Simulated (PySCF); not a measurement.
SMILES OCC[SeH] (C₂H₆OSe) at its PBE0/def2-SVP optimised geometry (Å):

```
10

O      1.4228     0.0214    -1.1156
C      0.8653    -0.6178     0.0000
C     -0.6535    -0.6178     0.0000
Se    -1.4228     1.1817     0.0000
H      1.2036    -0.4937    -1.8997
H      1.2344    -0.0791     0.8864
H      1.2168    -1.6669     0.0849
H     -1.0358    -1.1081     0.9080
H     -1.0458    -1.1761    -0.8658
H     -0.4584     1.6669    -0.9989
```

Calculation: PBE0/def2-TZVP in PySCF.

Map of the electron localisation function on the plane z = 1.5 Å:

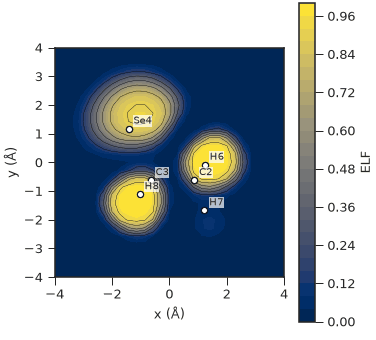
Fig. 1. Electron localisation function on the plane z = 1.5 Å.
